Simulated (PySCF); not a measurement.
**MgCl2 (SMILES [Cl][Mg][Cl]): PBE0/STO-3G**

Aim: the vertical singlet–triplet gap of MgCl2 at PBE0/STO-3G, from 2 runs. The job is set up through a Python script.

The calculation is run with PySCF 2.14.0.

10 further runs of the same task are left out: 10 set aside as unsound or not needed.

### Step 1. Starting point

MgCl2 has 3 atoms, charge 0, and is taken as a singlet. As SMILES, `[Cl][Mg][Cl]`. Geometry: a GFN2-xTB relaxation, a rough one for these elements and not checked as a minimum.

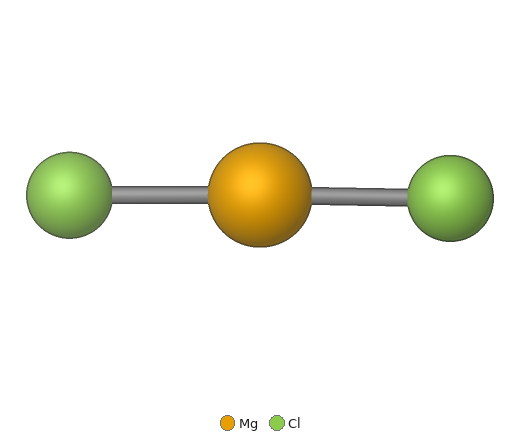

Viewed from a chosen angle; magnesium amber, chlorine green.

### Step 2. A single-point energy at PBE0/STO-3G

Contents of calc.py:

```python
from pyscf import gto, dft

mol = gto.M(
    atom='Mg -0.012090 -0.006970 -0.000690; Cl -0.010090 -0.016320 2.119970; Cl 0.022170 0.023290 -2.119290',
    basis='sto-3g',
    max_memory=1860,
    verbose=4,
)

calc0 = dft.RKS(mol)
calc0.xc = 'pbe0'
calc0.conv_tol = 1e-10
calc0.grids.level = 5
calc0.kernel()
if not calc0.converged:
    calc0 = calc0.newton().run(calc0.mo_coeff, calc0.mo_occ)

e_final = calc0.e_tot
print('E = %.10f Eh' % e_final)
```

Run with:

```
$ OMP_NUM_THREADS=1 python calc.py
```

What it wrote:

```text
PySCF version 2.14.0

[INPUT] num. atoms = 3
[INPUT] num. electrons = 46
[INPUT] charge = 0
[INPUT] spin (= nelec alpha-beta = 2S) = 0
[INPUT] symmetry False subgroup None
[INPUT] Mole.unit = angstrom
[INPUT] Symbol           X                Y                Z      unit          X                Y                Z       unit  Magmom
[INPUT]  1 Mg    -0.012090000000  -0.006970000000  -0.000690000000 AA   -0.022846788846  -0.013171391088  -0.001303911026 Bohr   0.0
[INPUT]  2 Cl    -0.010090000000  -0.016320000000   2.119970000000 AA   -0.019067336597  -0.030840330353   4.006162692294 Bohr   0.0
[INPUT]  3 Cl     0.022170000000   0.023290000000  -2.119290000000 AA    0.041895228182   0.044011721441  -4.004877678529 Bohr   0.0

nuclear repulsion = 137.919675731186
number of shells = 15
number of NR pGTOs = 81
number of NR cGTOs = 27
basis = sto-3g
ecp = {}

******** <class 'pyscf.dft.rks.RKS'> ********
method = RKS
initial guess = minao
damping factor = 0
level_shift factor = 0
DIIS = <class 'pyscf.scf.diis.CDIIS'>
diis_start_cycle = 1
diis_space = 8
diis_damp = 0
SCF conv_tol = 1e-10
SCF conv_tol_grad = None
SCF max_cycles = 50
direct_scf = True
direct_scf_tol = 1e-13
XC library pyscf.dft.libxc version 7.0.0
    S. Lehtola, C. Steigemann, M. J.T. Oliveira, and M. A.L. Marques.,  SoftwareX 7, 1–5 (2018)
XC functionals = pbe0
radial grids:
    Treutler-Ahlrichs [JCP 102, 346 (1995); DOI:10.1063/1.469408] (M4) radial grids

becke partition: Becke, JCP 88, 2547 (1988); DOI:10.1063/1.454033
pruning grids: <function nwchem_prune>
grids dens level: 5
symmetrized grids: False
atomic radii adjust function: <function treutler_atomic_radii_adjust>
small_rho_cutoff = 0
Set gradient conv threshold to 1e-05
Initial guess from minao.
tot grids = 127744
init E= -1107.03585582986
  HOMO = -0.479153692075482  LUMO = -0.00630734986119502  gap/eV = 12.86680
cycle= 1 E= -1107.70911285284  delta_E= -0.673  |g|= 0.411  |ddm|= 2.16
  HOMO = -0.17993106108798  LUMO = 0.0842234009138882  gap/eV = 7.18801
cycle= 2 E= -1107.74817602923  delta_E= -0.0391  |g|= 0.304  |ddm|= 1.44
  HOMO = -0.217725323342861  LUMO = 0.126632165999781  gap/eV = 9.37044
cycle= 3 E= -1107.78199105405  delta_E= -0.0338  |g|= 0.00555  |ddm|= 0.571
  HOMO = -0.218097142952659  LUMO = 0.127152436423982  gap/eV = 9.39472
cycle= 4 E= -1107.78200563995  delta_E= -1.46e-05  |g|= 0.000447  |ddm|= 0.0136
  HOMO = -0.218234745165148  LUMO = 0.127195895896306  gap/eV = 9.39965
cycle= 5 E= -1107.78200577131  delta_E= -1.31e-07  |g|= 4.58e-05  |ddm|= 0.00129
  HOMO = -0.218213313590489  LUMO = 0.127179910477748  gap/eV = 9.39863
cycle= 6 E= -1107.78200577252  delta_E= -1.21e-09  |g|= 1.47e-06  |ddm|= 0.000129
  HOMO = -0.218213283238201  LUMO = 0.127180279215259  gap/eV = 9.39864
cycle= 7 E= -1107.78200577252  delta_E= -6.82e-13  |g|= 2.04e-07  |ddm|= 5.69e-06
  HOMO = -0.218213325660246  LUMO = 0.127180291104019  gap/eV = 9.39864
Extra cycle  E= -1107.78200577252  delta_E= 4.55e-13  |g|= 9.02e-08  |ddm|= 7.88e-07
converged SCF energy = -1107.78200577252
E = -1107.7820057725 Eh
```

Wall time 4.5 s (1 thread of Arm Neoverse V1, shared host); peak memory 0.22 GiB.

### Step 3. The triplet, same level

Contents of input.xyz:

```xyz
3
Cl2Mg
Mg    -0.012090    -0.006970    -0.000690
Cl    -0.010090    -0.016320     2.119970
Cl     0.022170     0.023290    -2.119290
```

Contents of job.py:

```python
from pyscf import gto, dft

mol = gto.M(
    atom='input.xyz',
    verbose=3,
    spin=2,
    max_memory=1860,
    basis='sto-3g',
)

calc0 = dft.UKS(mol, xc='pbe0')
calc0.grids.level = 5
calc0.conv_tol = 1e-10
calc0.kernel()
if not calc0.converged:
    calc0 = calc0.newton().run(calc0.mo_coeff, calc0.mo_occ)

etot = calc0.e_tot
print('E(%s) = %.9f' % ('PBE0', etot))
```

Run with:

```
$ OMP_NUM_THREADS=1 python job.py
```

What it wrote:

```text
WARN: HOMO -0.00630734986119197 >= LUMO -0.47915369207549

WARN: HOMO 0.0614071542468556 >= LUMO -0.165666786228879

WARN: HOMO 0.0758936070279732 >= LUMO -0.167721146165437

WARN: HOMO 0.0769746776167736 >= LUMO -0.174100234458415

WARN: HOMO 0.0773635702645041 >= LUMO -0.174709136051885

WARN: HOMO 0.0772395290274714 >= LUMO -0.174323631197238

WARN: HOMO 0.0773201562162327 >= LUMO -0.174368220840025

WARN: HOMO 0.0773180020622182 >= LUMO -0.17436815913764

WARN: HOMO 0.0773180701298052 >= LUMO -0.17436903694775

WARN: HOMO 0.0773178115931252 >= LUMO -0.174368920377354

WARN: HOMO 0.0773179045695499 >= LUMO -0.174368808006354

WARN: HOMO 0.0773178909570785 >= LUMO -0.174368777654897

WARN: HOMO 0.0773178930502723 >= LUMO -0.174368780035216

converged SCF energy = -1107.48633455724  <S^2> = 2.0004006  2S+1 = 3.000267
E(PBE0) = -1107.486334557
```

Run time: 6 s. Hardware: 1 thread of Arm Neoverse V1, shared host; peak memory 0.23 GiB.

### Step 4. What came out

At PBE0/STO-3G:

| quantity | value |
| --- | --- |
| singlet: total energy | -1107.78201 Eh |
| singlet: dipole moment | 0.13 D |
| singlet: HOMO energy | -5.94 eV |
| singlet: LUMO energy | 3.46 eV |
| singlet: HOMO–LUMO gap | 9.40 eV |
| triplet: total energy | -1107.48633 Eh |
| triplet: dipole moment | 0.01 D |
| triplet: ⟨S²⟩ | 2.000 |
| vertical energy of the triplet above the singlet | 8.046 eV |

At this shape the triplet lies 8.05 eV (776 kJ/mol) above the singlet. In a minimal basis such a difference can be off by several eV, whatever the method. Mulliken charges (singlet) run from -0.54 on Cl2 to +1.07 on Mg1.
